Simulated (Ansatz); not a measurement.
# UBLYP/STO-3G run of NS (Mononitrogen monosulfide)

Aim: the vertical doublet–quartet gap of NS (Mononitrogen monosulfide) at UBLYP/STO-3G, from 2 runs. 

Program for the calculation: Ansatz 0.2.0.

## (1) The molecule

NS has 2 atoms, charge 0, and is taken as a doublet. As SMILES, `[N]=S`. The shape is that of a GFN2-xTB optimisation.

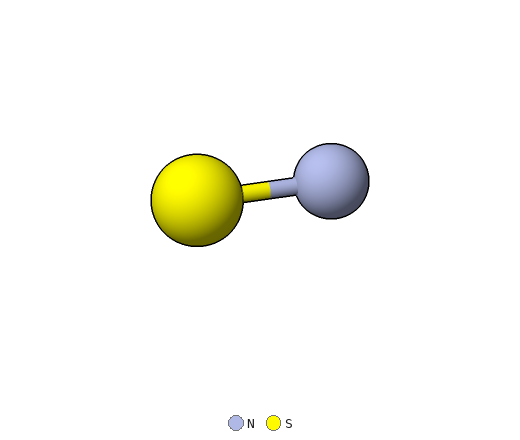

The structure, seen from a chosen angle (nitrogen light blue, sulfur yellow).

## (2) The energy at UBLYP/STO-3G

Input file molecule.yaml:

```yaml
crystal:
  periodic: [false, false, false]
  atoms:
    - symbol: "N"
      position_ang: [0.000000, 0.000000, 0.000000]
    - symbol: S
      position_ang: [0.000000, 0.000000, 1.463180]
basis:
  gaussian: {orbitals: STO-3G}
magnetization: {spin_polarized: true, initial_magnetization: 1}
hamiltonian: {xc: {name: BLYP}}
accuracy: high
```

Started as:

```console
$ ansatz run molecule.yaml --threads 1 --pin off --max-ram 2610MiB --events-out events.jsonl --progress --plain --runs-dir runs
```

The program printed:

```text
Warning: RAYON_NUM_THREADS=1 ignored (pool sized by the plan → 1); use --threads N
Functional definition: BLYP
  name "BLYP"
  parameter beta = 0.0042
  parameter a = 0.04918
  parameter b = 0.132
  parameter c = 0.2533
  parameter d = 0.349
  exchange = b88_x(beta = beta)
  correlation = lyp_c(a = a, b = b, c = c, d = d)
224 factors; integrals over basis functions are off by at most 2.2e-8 eV
mean field evaluation 1: about -12175.6865 eV, gradient 3.0e1 eV
mean field evaluation 2: about -12157.8899 eV, gradient 4.8e1 eV
mean field evaluation 4: about -12181.3071 eV, gradient 5.8e0 eV
mean field evaluation 8: about -12181.4979 eV, gradient 2.9e-2 eV
mean field evaluation 16: about -12181.4979 eV, gradient 4.9e-7 eV
mean field -12181.49794650 eV, -447.6617926180 hartree, gradient 1.9e-8 eV, S^2 0.751426; 1 other end points of the search recorded, 0 dependent functions left out
reference -12181.49797056 eV, -447.6617935023 hartree; 12, 11 occupied and 2, 3 virtual orbitals, 224 factors
Total energy: -12181.49797056 eV, -447.6617935023 hartree
```

It took 0.91 s on 1 thread of Intel Xeon Platinum 8375C at 2.90GHz (Ice Lake), shared host.

## (3) The quartet, same level

Input file molecule.yaml:

```yaml
basis:
  gaussian:
    orbitals: STO-3G
crystal:
  periodic: [false, false, false]
  atoms:
    - {symbol: N, position_ang: [0.000000, 0.000000, 0.000000]}
    - {symbol: S, position_ang: [0.000000, 0.000000, 1.463180]}
accuracy: high
hamiltonian:
  xc: {name: BLYP}
magnetization:
  spin_polarized: true
  initial_magnetization: 3
```

Started as:

```console
$ ansatz run molecule.yaml --threads 1 --pin off --max-ram 2610MiB --events-out events.jsonl --progress --plain --runs-dir runs
```

The program printed, cut to the lines that bear on the results:

```text
Warning: RAYON_NUM_THREADS=1 ignored (pool sized by the plan → 1); use --threads N
[... 9 set-up lines as earlier in the session ...]
224 factors; integrals over basis functions are off by at most 2.2e-8 eV
mean field evaluation 1: about -12173.9528 eV, gradient 1.7e1 eV
mean field evaluation 2: about -12164.3021 eV, gradient 3.7e1 eV
mean field evaluation 4: about -12177.2009 eV, gradient 3.9e0 eV
mean field evaluation 8: about -12177.3116 eV, gradient 1.0e-2 eV
mean field evaluation 16: about -12177.3116 eV, gradient 3.4e-9 eV
mean field evaluation 32: about -12176.6181 eV, gradient 1.3e0 eV
mean field -12177.31159558 eV, -447.5079470592 hartree, gradient 3.2e-9 eV, S^2 3.750201; 4 other end points of the search recorded, 0 dependent functions left out
reference -12177.31161996 eV, -447.5079479552 hartree; 13, 10 occupied and 1, 4 virtual orbitals, 224 factors
Total energy: -12177.31161996 eV, -447.5079479552 hartree
```

Run time: 1.2 s. Hardware: 1 thread of Intel Xeon Platinum 8375C at 2.90GHz (Ice Lake), shared host; peak memory 0.12 GiB.

## (4) Results

At UBLYP/STO-3G:

```
                                        quantity          value
                           doublet: total energy  -447.66179 Eh
                                   doublet: ⟨S²⟩          0.751
                           quartet: total energy  -447.50795 Eh
                                   quartet: ⟨S²⟩          3.750
vertical energy of the quartet above the doublet       4.186 eV
```

In words: At this shape the quartet lies 4.19 eV (404 kJ/mol) above the doublet. In a minimal basis such a difference can be off by several eV, whatever the method.
